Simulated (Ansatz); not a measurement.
```yaml
atoms:
  - { symbol: Si, position_ang: [0.5452, -0.0287, -0.1014] }
  - { symbol: Cl, position_ang: [0.9899, -0.0240, 1.9208] }
  - { symbol: H, position_ang: [1.7981, 0.2221, -0.8651] }
  - { symbol: H, position_ang: [-0.4507, 1.0454, -0.3720] }
  - { symbol: H, position_ang: [-0.0196, -1.3579, -0.4637] }
  - { symbol: P, position_ang: [-3.2403, 0.2150, 1.2433] }
  - { symbol: H, position_ang: [-2.9493, -0.9139, 0.4161] }
  - { symbol: H, position_ang: [-3.9544, -0.5752, 2.1959] }
  - { symbol: H, position_ang: [-2.0083, 0.1050, 1.9579] }
```

Computed with RKS PBE0-D4/def2-SVP in Ansatz 0.2.0.

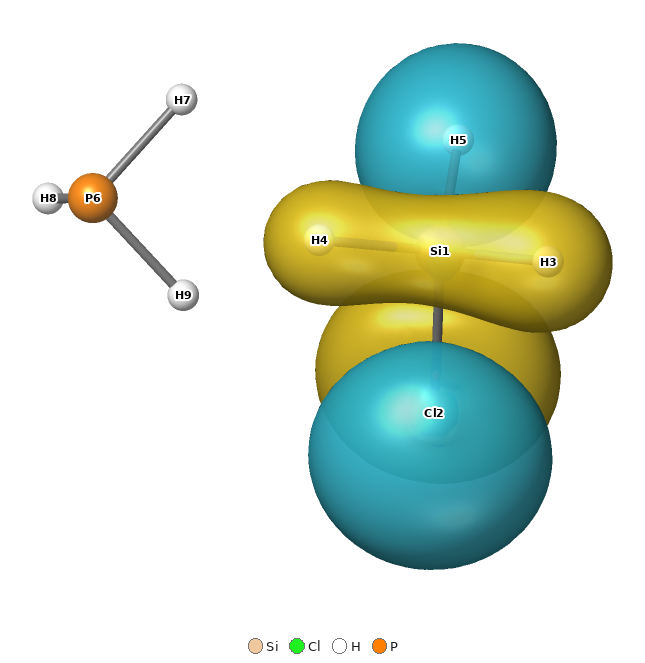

ClH3Si···PH3. The HOMO−1 at ±0.08 Å⁻³ᐟ² (yellow and cyan are the two phases), seen at a tilt.

Describe this orbital and give its energy.

Its weight (Hirshfeld) is mainly on Cl2 (about 65 %), Si1 (about 15 %) and H5 (about 10 %); largely a lone pair of Cl2. Its energy is −8.96 eV.
